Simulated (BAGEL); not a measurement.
**One shape, several levels: singlet CH4N+**

Wanted: a comparison of 5 runs (HF/STO-3G, B3LYP/6-31G*, B3LYP/def2-TZVP, PBE0/def2-TZVP, RI-MP2/def2-TZVP) of singlet CH4N+. 

Program for the calculation: BAGEL 1.2.2.

6 further runs of the same task are left out: 4 that didn't finish, 2 set aside as unsound or not needed. Runs told in other sessions of the task aren't counted.

## 1. The structure to begin with

CH4N+ has 6 atoms, charge +1, and is taken as a singlet. SMILES of the parent species: `[CH2]N`. The coordinates come from a PBE0-D4/def2-TZVP relaxation. This is one conformer, not always the lowest. That shape belongs to the parent species and isn't relaxed for this state.

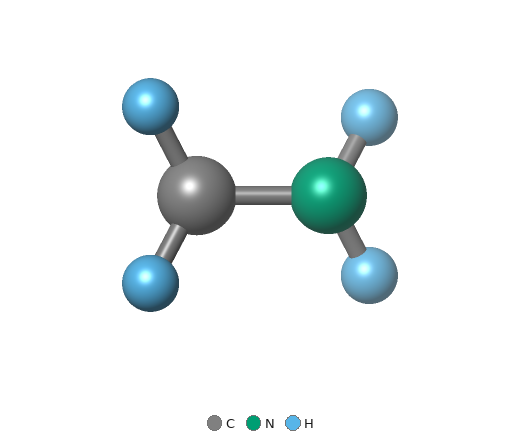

The structure, seen from a chosen angle (carbon grey, nitrogen teal, hydrogen blue).

## 2. The energy at HF/STO-3G (density fitting with qzvpp-jkfit) (run 1)

Input file input.json:

```json
{ "bagel" : [

{
  "title" : "molecule",
  "basis" : "sto-3g",
  "df_basis" : "qzvpp-jkfit",
  "angstrom" : true,
  "geometry" : [
    { "atom" : "C", "xyz" : [      -0.319900,      -0.571400,      -0.195400 ] },
    { "atom" : "N", "xyz" : [       0.368400,       0.544400,       0.254100 ] },
    { "atom" : "H", "xyz" : [      -1.285500,      -0.763000,       0.252600 ] },
    { "atom" : "H", "xyz" : [       0.275200,      -1.412900,      -0.523600 ] },
    { "atom" : "H", "xyz" : [       1.200400,       0.778600,      -0.264400 ] },
    { "atom" : "H", "xyz" : [      -0.196500,       1.360300,       0.430400 ] }
  ]
},

{ "title" : "hf", "charge" : 1 },

{ "title" : "print", "file" : "orbitals.molden", "orbitals" : true }

]}
```

The run is started by

```
BAGEL_NUM_THREADS=1 BAGEL input.json > input.out
```

Output:

```text
* using 1 threads per process

  ===============================================================
  ===============================================================

  *** Geometry ***

  { "atom" : "C", "xyz" : [     -0.604523,     -1.079790,     -0.369252 ] },
  { "atom" : "N", "xyz" : [      0.696175,      1.028767,      0.480179 ] },
  { "atom" : "H", "xyz" : [     -2.429243,     -1.441861,      0.477345 ] },
  { "atom" : "H", "xyz" : [      0.520053,     -2.669994,     -0.989461 ] },
  { "atom" : "H", "xyz" : [      2.268427,      1.471341,     -0.499644 ] },
  { "atom" : "H", "xyz" : [     -0.371331,      2.570594,      0.813338 ] },

  Number of auxiliary basis functions:      224

  Since a DF basis is specified, we compute 2- and 3-index integrals:
    o Being stored without compression. Storage requirement is 0.000 GB

  Number of basis functions:       14
  Number of electrons      :       17

    * METHOD: MOLECULE                             0.04

  *** RHF ***

  === Nuclear Repulsion ===
    37.2941177512

      * DIIS with orbital gradients will be used.

  === RHF iteration (sto-3g) ===
      0        -93.16463805          0.02231887           0.00
      1        -93.19735617          0.00699707           0.00
      2        -93.19969746          0.00255597           0.00
      3        -93.20005647          0.00050508           0.00
      4        -93.20008539          0.00014983           0.00
      5        -93.20008866          0.00002580           0.00
      6        -93.20008875          0.00000455           0.00
      7        -93.20008875          0.00000051           0.00
      8        -93.20008875          0.00000016           0.00
      9        -93.20008875          0.00000006           0.00
     10        -93.20008875          0.00000003           0.00
     11        -93.20008875          0.00000000           0.00
    * SCF iteration converged.

    * Permanent dipole moment:
           (    0.180400,    -0.028892,     0.386934) a.u.

    * METHOD: HF                                   0.05

    * METHOD: PRINT                                0.00

  ===============================================================
```

Run time: 0.22 s. Hardware: 1 thread of Arm Neoverse V1, shared host.

## 3. The energy at B3LYP/6-31G(d) (density fitting with qzvpp-jkfit, spherical functions) (run 2)

Input file dft.json:

```json
{ "bagel" : [

{
  "title" : "molecule",
  "basis" : "6-31gs.json",
  "df_basis" : "qzvpp-jkfit",
  "angstrom" : true,
  "geometry" : [
    { "atom" : "C", "xyz" : [      -0.319900,      -0.571400,      -0.195400 ] },
    { "atom" : "N", "xyz" : [       0.368400,       0.544400,       0.254100 ] },
    { "atom" : "H", "xyz" : [      -1.285500,      -0.763000,       0.252600 ] },
    { "atom" : "H", "xyz" : [       0.275200,      -1.412900,      -0.523600 ] },
    { "atom" : "H", "xyz" : [       1.200400,       0.778600,      -0.264400 ] },
    { "atom" : "H", "xyz" : [      -0.196500,       1.360300,       0.430400 ] }
  ]
},

{ "title" : "ks", "xc_func" : "b3lyp", "charge" : 1 },

{ "title" : "print", "file" : "orbitals.molden", "orbitals" : true }

]}
```

The basis set 6-31G* is read from a file made from the Basis Set Exchange's data (not shown).

The run is started by

```
BAGEL_NUM_THREADS=1 BAGEL dft.json > dft.out
```

Output:

```text
* using 1 threads per process

  ===============================================================
  ===============================================================

  *** Geometry ***

  { "atom" : "C", "xyz" : [     -0.604523,     -1.079790,     -0.369252 ] },
  { "atom" : "N", "xyz" : [      0.696175,      1.028767,      0.480179 ] },
  { "atom" : "H", "xyz" : [     -2.429243,     -1.441861,      0.477345 ] },
  { "atom" : "H", "xyz" : [      0.520053,     -2.669994,     -0.989461 ] },
  { "atom" : "H", "xyz" : [      2.268427,      1.471341,     -0.499644 ] },
  { "atom" : "H", "xyz" : [     -0.371331,      2.570594,      0.813338 ] },

  Number of auxiliary basis functions:      224

  Since a DF basis is specified, we compute 2- and 3-index integrals:
    o Being stored without compression. Storage requirement is 0.002 GB

  Number of basis functions:       36
  Number of electrons      :       17

    * METHOD: MOLECULE                             0.04

  *** Kohn-Sham DFT ***

    * Removing 9045 points whose weight is below 1.00e-10
    * Grid points: 80391

  === Nuclear Repulsion ===
    37.2941177512

       - DIIS with orbital gradients will be used.

  === KS iteration (b3lyp / 6-31gs.json) ===
      0        -83.14079124          0.20168558           0.10
      1        -82.35786552          0.20291129           0.08
      2        -80.08536872          0.21336951           0.07
      3        -92.53475966          0.14635623           0.07
      4        -94.86811590          0.02869343           0.07
      5        -94.93532993          0.00940976           0.07
      6        -94.93137245          0.01145121           0.07
      7        -94.93859720          0.00661518           0.07
      8        -94.94279189          0.00096925           0.07
      9        -94.94287253          0.00016500           0.07
     10        -94.94287496          0.00002601           0.07
     11        -94.94287502          0.00000460           0.07
     12        -94.94287502          0.00000086           0.07
     13        -94.94287502          0.00000008           0.07
     14        -94.94287502          0.00000002           0.07
     15        -94.94287502          0.00000000           0.07
    * SCF iteration converged.

    * Permanent dipole moment:
           (    0.100570,    -0.104598,     0.289794) a.u.

    * METHOD: KS                                   1.36

    * METHOD: PRINT                                0.00

  ===============================================================
```

It took 1.5 s on 1 thread of Arm Neoverse V1, shared host; peak memory 0.15 GiB.

## 4. The energy at B3LYP/def2-TZVP (density fitting with qzvpp-jkfit) (run 3)

Input file input.json:

```json
{ "bagel": [

{
  "title": "molecule",
  "basis": "def2-tzvp.json",
  "df_basis": "qzvpp-jkfit",
  "angstrom": true,
  "geometry": [
    { "atom": "C", "xyz": [   -0.319900,   -0.571400,   -0.195400 ] },
    { "atom": "N", "xyz": [    0.368400,    0.544400,    0.254100 ] },
    { "atom": "H", "xyz": [   -1.285500,   -0.763000,    0.252600 ] },
    { "atom": "H", "xyz": [    0.275200,   -1.412900,   -0.523600 ] },
    { "atom": "H", "xyz": [    1.200400,    0.778600,   -0.264400 ] },
    { "atom": "H", "xyz": [   -0.196500,    1.360300,    0.430400 ] }
  ]
},
{ "title": "ks", "xc_func": "b3lyp", "charge": 1 },
{ "title": "print", "file": "orbitals.molden", "orbitals": true }

]}
```

The basis set def2-TZVP is read from a file made from the Basis Set Exchange's data (not shown).

The run is started by

```
BAGEL_NUM_THREADS=1 BAGEL input.json > input.out
```

Output:

```text
* using 1 threads per process

  ===============================================================
  ===============================================================

  *** Geometry ***

  { "atom" : "C", "xyz" : [     -0.604523,     -1.079790,     -0.369252 ] },
  { "atom" : "N", "xyz" : [      0.696175,      1.028767,      0.480179 ] },
  { "atom" : "H", "xyz" : [     -2.429243,     -1.441861,      0.477345 ] },
  { "atom" : "H", "xyz" : [      0.520053,     -2.669994,     -0.989461 ] },
  { "atom" : "H", "xyz" : [      2.268427,      1.471341,     -0.499644 ] },
  { "atom" : "H", "xyz" : [     -0.371331,      2.570594,      0.813338 ] },

  Number of auxiliary basis functions:      224

  Since a DF basis is specified, we compute 2- and 3-index integrals:
    o Being stored without compression. Storage requirement is 0.013 GB

  Number of basis functions:       86
  Number of electrons      :       17

    * METHOD: MOLECULE                             0.07

  *** Kohn-Sham DFT ***

    * Removing 9045 points whose weight is below 1.00e-10
    * Grid points: 80391

  === Nuclear Repulsion ===
    37.2941177512

       - DIIS with orbital gradients will be used.

  === KS iteration (b3lyp / def2-tzvp.json) ===
      0        -76.77770112          0.18044837           0.20
      1        -76.58880771          0.14772321           0.20
      2        -76.83023038          0.17933185           0.20
      3        -93.28993389          0.08719100           0.19
      4        -94.51168208          0.04624068           0.19
      5        -94.79119433          0.02981517           0.20
      6        -94.93280832          0.01534556           0.20
      7        -94.97767825          0.00626638           0.20
      8        -94.98446794          0.00059742           0.20
      9        -94.98452414          0.00023918           0.21
     10        -94.98453407          0.00002159           0.24
     11        -94.98453412          0.00001225           0.23
     12        -94.98453415          0.00000115           0.23
     13        -94.98453415          0.00000018           0.22
     14        -94.98453415          0.00000005           0.22
     15        -94.98453415          0.00000001           0.23
     16        -94.98453415          0.00000000           0.21
    * SCF iteration converged.

    * Permanent dipole moment:
           (    0.096158,    -0.081902,     0.261923) a.u.

    * METHOD: KS                                   3.96

    * METHOD: PRINT                                0.02

  ===============================================================
```

Wall time 4.2 s (1 thread of Arm Neoverse V1, shared host); peak memory 0.32 GiB.

Run 4 isn't shown in full; the table further down has it.

## 5. The energy at RI-MP2/def2-TZVP (density fitting with qzvpp-jkfit) (run 5)

Input file input.json:

```json
{ "bagel" : [

{
  "title" : "molecule",
  "basis" : "def2-tzvp.json",
  "df_basis" : "qzvpp-jkfit",
  "angstrom" : "true",
  "geometry" : [
    { "atom" : "C", "xyz" : [      -0.319900,      -0.571400,      -0.195400 ] },
    { "atom" : "N", "xyz" : [       0.368400,       0.544400,       0.254100 ] },
    { "atom" : "H", "xyz" : [      -1.285500,      -0.763000,       0.252600 ] },
    { "atom" : "H", "xyz" : [       0.275200,      -1.412900,      -0.523600 ] },
    { "atom" : "H", "xyz" : [       1.200400,       0.778600,      -0.264400 ] },
    { "atom" : "H", "xyz" : [      -0.196500,       1.360300,       0.430400 ] }
  ]
},

{ "title" : "hf", "charge" : 1 },

{ "title" : "mp2", "charge" : 1, "ncore" : 2 }

]}
```

The basis set def2-TZVP is read from a file made from the Basis Set Exchange's data (not shown).

The run is started by

```
BAGEL_NUM_THREADS=1 BAGEL input.json > input.out
```

Output:

```text
* using 1 threads per process

  ===============================================================
  ===============================================================

  *** Geometry ***

  { "atom" : "C", "xyz" : [     -0.604523,     -1.079790,     -0.369252 ] },
  { "atom" : "N", "xyz" : [      0.696175,      1.028767,      0.480179 ] },
  { "atom" : "H", "xyz" : [     -2.429243,     -1.441861,      0.477345 ] },
  { "atom" : "H", "xyz" : [      0.520053,     -2.669994,     -0.989461 ] },
  { "atom" : "H", "xyz" : [      2.268427,      1.471341,     -0.499644 ] },
  { "atom" : "H", "xyz" : [     -0.371331,      2.570594,      0.813338 ] },

  Number of auxiliary basis functions:      224

  Since a DF basis is specified, we compute 2- and 3-index integrals:
    o Being stored without compression. Storage requirement is 0.013 GB

  Number of basis functions:       86
  Number of electrons      :       17

    * METHOD: MOLECULE                             0.07

  *** RHF ***

  === Nuclear Repulsion ===
    37.2941177512

      * DIIS with orbital gradients will be used.

  === RHF iteration (def2-tzvp.json) ===
      0        -94.31313012          0.01789994           0.01
      1        -94.36944020          0.00962729           0.01
      2        -94.38615801          0.00270662           0.01
      3        -94.38779818          0.00034822           0.01
      4        -94.38784311          0.00015978           0.01
      5        -94.38785789          0.00005499           0.01
      6        -94.38786030          0.00001294           0.01
      7        -94.38786041          0.00000179           0.01
      8        -94.38786041          0.00000087           0.01
      9        -94.38786041          0.00000030           0.01
     10        -94.38786041          0.00000007           0.01
     11        -94.38786041          0.00000004           0.01
     12        -94.38786041          0.00000001           0.01
     13        -94.38786041          0.00000000           0.01
    * SCF iteration converged.

    * Permanent dipole moment:
           (    0.209101,     0.068786,     0.362810) a.u.

    * METHOD: HF                                   0.25

  *** RHF ***

  === Nuclear Repulsion ===
    37.2941177512

      * DIIS with orbital gradients will be used.

  === RHF iteration (def2-tzvp.json) ===
      0        -94.38786041          0.00000000           0.01
    * SCF iteration converged.

    * Permanent dipole moment:
           (    0.209101,     0.068786,     0.362810) a.u.

  === DF-MP2 calculation ===

    * freezing 2 orbitals
    * 3-index integral transformation done
    * assembly done

      MP2 correlation energy:   -0.3522725076      0.01

      MP2 total energy:        -94.7401329222

    * METHOD: MP2                                  0.04

  ===============================================================
```

It took 0.5 s on 1 thread of Arm Neoverse V1, shared host.

## 6. All runs side by side

```tsv
run	level	frozen core orbitals	energy (Eh)	HOMO energy (eV)	LUMO energy (eV)	HOMO–LUMO gap (eV)	wall time
1	HF/STO-3G (density fitting with qzvpp-jkfit)	–	-93.200089	-20.35	-3.83	16.52	0.22 s
2	B3LYP/6-31G* (density fitting with qzvpp-jkfit, spherical functions)	–	-94.942875	-17.43	-9.94	7.49	1.5 s
3	B3LYP/def2-TZVP (density fitting with qzvpp-jkfit)	–	-94.984534	-17.50	-10.06	7.44	4.2 s
4	PBE0/def2-TZVP (density fitting with qzvpp-jkfit)	–	-94.863343	-17.76	-9.78	7.98	3.9 s
5	RI-MP2/def2-TZVP (density fitting with qzvpp-jkfit)	2	-94.740133	–	–	–	0.5 s
```

## 7. Summary of results

| quantity | value |
| --- | --- |
| run 5: total energy | -94.74013 Eh |
| run 5: correlation energy (2 core orbitals frozen) | -352.3 mEh |

What this shows: Over runs 1, 2, 3, 4 the HOMO–LUMO gap runs from 7.44 eV (B3LYP/def2-TZVP) to 16.52 eV (HF/STO-3G). The two ends differ in method and basis. Totals of different functionals can't be ranked against each other. In run 1 the basis is minimal, so the values are rough. All runs together took 10 s, the longest 4.2 s.
